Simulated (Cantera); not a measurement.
Charge: 1 mol Zr, 0.68 mol N₂O, 4.6 mol H₂, 0.34 mol H₂O, equilibrated at 1.00 bar.

Method: chemical equilibrium by Gibbs-energy minimisation in Cantera with the NASA 1993 tables (ideal gas, pure condensed phases). Candidate condensed phases: H₂O, Zr, ZrN, ZrO₂; 28 gas species. Mutual solubility and eutectic melting of coexisting phases are not modelled. ZrN: taken at fixed stoichiometry. Condensed phases not in the tables: solid solutions among these carbides, nitrides and lower oxides. The numbers say what is thermodynamically allowed, not how fast it happens.

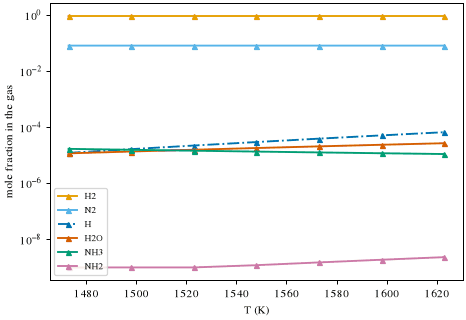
Equilibrium gas composition (values under 1e-9 drawn at 1e-9)

Task: Read off the mole fractions at 1548 K.

Result: H₂ about 0.92, N₂ about 0.081, H about 3.0e-5, H₂O about 1.8e-5, NH₃ about 1.3e-5.
